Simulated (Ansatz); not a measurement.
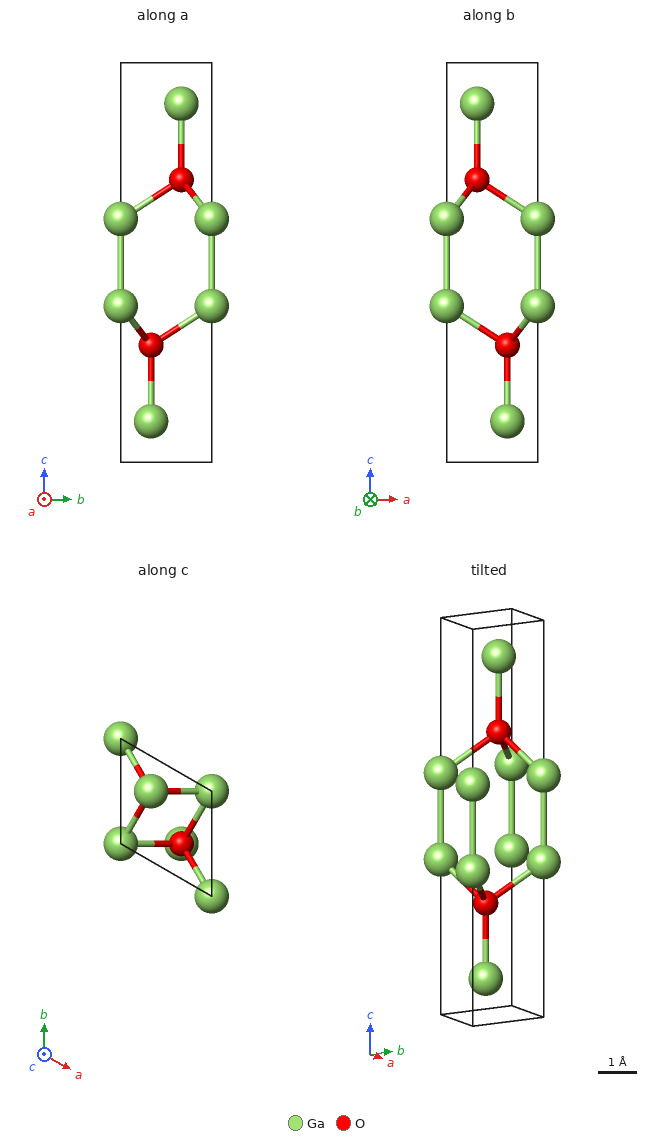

The figure gives a ball-and-stick picture of the atoms, viewed along the a axis, along the b axis, along the c axis and slightly off an axis. Thin lines show the conventional unit cell, with boundary atoms drawn in all their periodic places.

Lattice parameters: a = 2.7821 Å, b = 2.7821 Å, c = 10.5824 Å, α = 90.000°, β = 90.000°, γ = 120.000°.

Question: Put the structure into a CIF in P1 with every atom of the cell, with free fractional coordinates to two decimals.

Answer:
```cif
data_structure
_symmetry_space_group_name_H-M 'P 1'
_symmetry_Int_Tables_number 1
_cell_length_a 2.7821
_cell_length_b 2.7821
_cell_length_c 10.5824
_cell_angle_alpha 90.000
_cell_angle_beta 90.000
_cell_angle_gamma 120.000
_cell_volume 70.93
loop_
_atom_site_label
_atom_site_type_symbol
_atom_site_fract_x
_atom_site_fract_y
_atom_site_fract_z
_atom_site_occupancy
Ga1 Ga 0.00 0.00 0.39 1
Ga2 Ga 0.00 0.00 0.61 1
Ga3 Ga 0.6667 0.3333 0.10 1
Ga4 Ga 0.3333 0.6667 0.90 1
O1 O 0.6667 0.3333 0.29 1
O2 O 0.3333 0.6667 0.71 1
```

Its origin is a structure type filled with these elements by a generator (whether the compound takes this form wasn't checked). It was relaxed with DFT PBEsol, scalar-relativistic, plane waves, PAW in Ansatz under a constraint or pressure on the cell, so some stress remains.

At this level of theory the cell isn't at rest (compressed, at 25 GPa), so its distances can differ from those at equilibrium, the more so the softer the solid.
